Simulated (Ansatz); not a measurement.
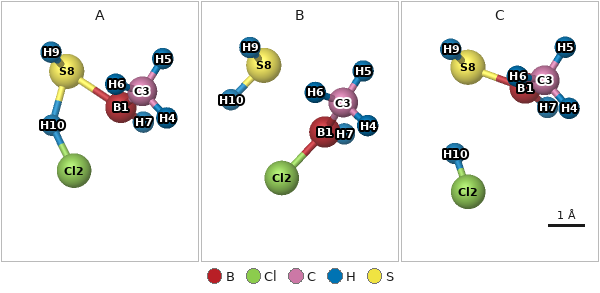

3 geometries from a converged minimum-energy path of CH6BClS, made up at the start of CH4BCl and H₂S, shuffled. The picture is a ball-and-stick view, seen from a free direction.

All numbers below come from Ansatz, RKS BHLYP/6-31G*. Settings: 9 movable images; climbing image; force threshold 0.03 eV/Å; iteration limit 41; starting path through a guess of the saddle point.

> Which frame is the transition state?

A. In order along the path, whose images run from 0 to 10: B (image 2, +1.2 kcal/mol), A (image 4, +27.8 kcal/mol), C (image 6, +5.0 kcal/mol). Breaking: B1–Cl2 (1.77 → 2.24 at the top → 4.74 Å), S8–H10 (1.34 → 1.62 at the top → 2.57 Å). Forming: B1–S8 (3.19 → 1.96 at the top → 1.80 Å), Cl2–H10 (3.62 → 1.57 at the top → 1.28 Å).

Limits of the set-up: the start holds two separate molecules, 3.2 Å apart at their closest, whose relative position is a soft coordinate and is computed without a dispersion correction.

Cost: 10 min on 1 thread of Arm Neoverse V2 (shared host), peak memory 0.18 GiB.
